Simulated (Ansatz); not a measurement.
## Electronic structure of ClFH₃HfNS···HCl in real space

Input

```
crystal:
  periodic: [false, false, false]
  atoms:
    - { symbol: Hf, position_ang: [0.0, 0.0, 0.0] }
    - { symbol: Cl, position_ang: [0.0, 0.0, 2.87] }
    - { symbol: "N", position_ang: [2.084, 0.0, -0.7359] }
    - { symbol: H, position_ang: [2.5823, -0.918, -0.9166] }
    - { symbol: H, position_ang: [2.5853, 0.918, -0.9082] }
    - { symbol: F, position_ang: [-0.9326, 1.6157, -0.6593] }
    - { symbol: Cl, position_ang: [-1.1869, -2.0563, -0.8392] }
    - { symbol: S, position_ang: [1.0605, -2.488, 0.8987] }
    - { symbol: H, position_ang: [0.1806, -3.5219, 0.5568] }
    - { symbol: H, position_ang: [0.6263, -1.4693, 2.2626] }
basis:
  gaussian: { orbitals: def2-SVP }
hamiltonian:
  xc: pbe0
  dispersion: d4
relax:
  f_tol: 0.15
  max_steps: 25
  restrain:
    - { distance: [0, 7], at: 2.55, k: 30.0 }
    - { distance: [9, 1], at: 1.37, k: 30.0 }
    - { distance: [0, 1], at: 3.72, k: 30.0 }
    - { distance: [9, 7], at: 2.6, k: 30.0 }
output:
  orbitals: {}
```

Command:

```sh
ansatz run input.yaml --threads 4 --pin off --max-ram 5120MiB --backend cpu --events-out ev --progress --plain --runs-dir out
```

The fields are those of the run's last geometry, not of the input's.

Core potentials replace the inner electrons of Hf; not at a stationary point (largest force 1.0 eV/Å).

These are results of RKS PBE0-D4/def2-SVP (Ansatz), not measurements.

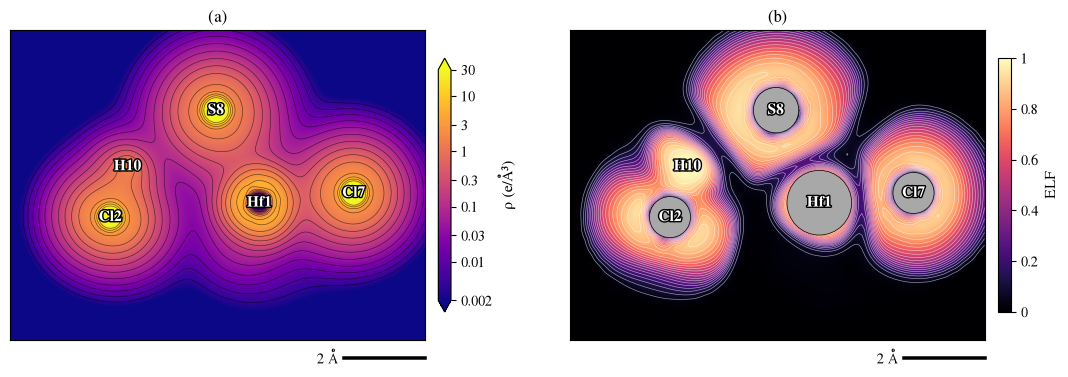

Figure 1. (a) electron density; (b) electron localisation function on the plane of atoms Cl7, Hf1 and S8. Grey discs cover the atomic cores in the ELF map.

Question: Interpret the plot.

Answer:
- The plane passes through Hf, Cl, S and H nuclei.
- Hf1···Cl2 (3.72 Å): the density falls to about 0.03 e/Å³ on the way; the ELF dips to about 0 between them.
- Hf–Cl (2.35 Å): the density is about 0.57 e/Å³ at the midpoint; the ELF peaks at about 0.85 in the valence shell of Cl, 0.8 Å from its nucleus, and is about 0.35 at the midpoint.
- Hf–S (2.53 Å): ρ is about 0.48 e/Å³ halfway; the ELF peaks at about 0.90 in the valence shell of S, 0.9 Å from its nucleus, and is about 0.50 at the midpoint.
- Cl–H (1.34 Å): the density is about 1.8 e/Å³ at the midpoint; the ELF climbs to about 1 towards the hydrogen, as it does in any bond to H: a covalent bond by its length.
- The ELF also peaks beside Cl2, away from the bonds: lone-pair regions.

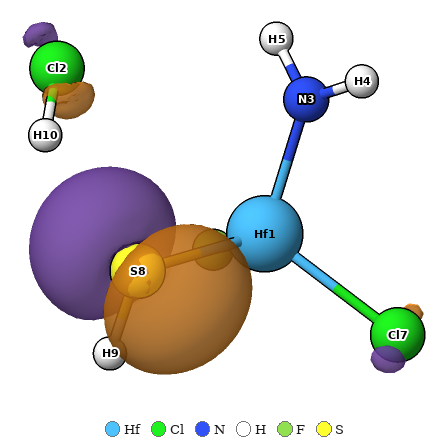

Figure 2. One frontier orbital at ±0.15 Å⁻³ᐟ² (orange and purple are the two phases), seen at a tilt.

Question: Which orbital is it: HOMO or LUMO?

Answer: The HOMO, at −7.78 eV. It lies mainly on S8 (about 75 %); largely a lone pair of S8.

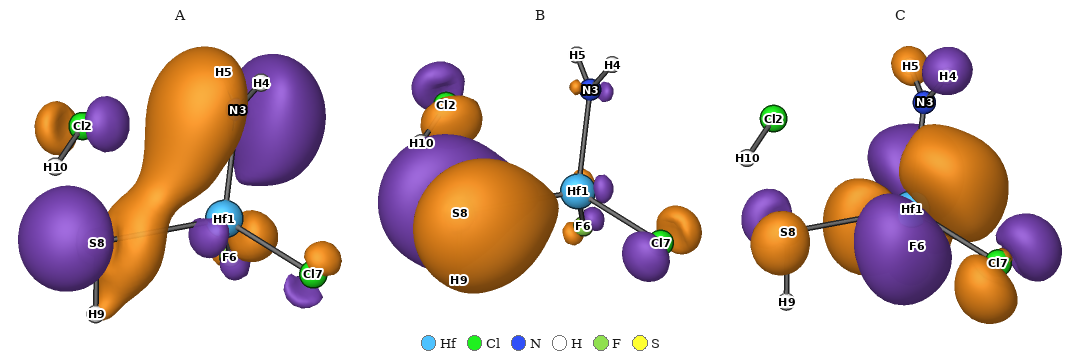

Figure 3. Three frontier orbitals at ±0.1 Å⁻³ᐟ² (orange and purple are the two phases), in no order.

Question: Order the three orbitals by energy and name them.

Answer: A is the HOMO−1 (−8.31 eV). It lies mainly on N3 (about 55 %), S8 (about 20 %) and Hf1 (about 15 %); largely a combination of lone pairs on N3 and S8. B is the HOMO (−7.78 eV). Its weight (Hirshfeld) is mainly on S8 (about 75 %); largely a lone pair of S8. C is the LUMO (−1.37 eV). It lies mainly on Hf1 (about 70 %), Cl7 (about 10 %) and S8 (about 5 %).

Question: What is the HOMO–LUMO gap?

Answer: 6.41 eV between the orbital energies.
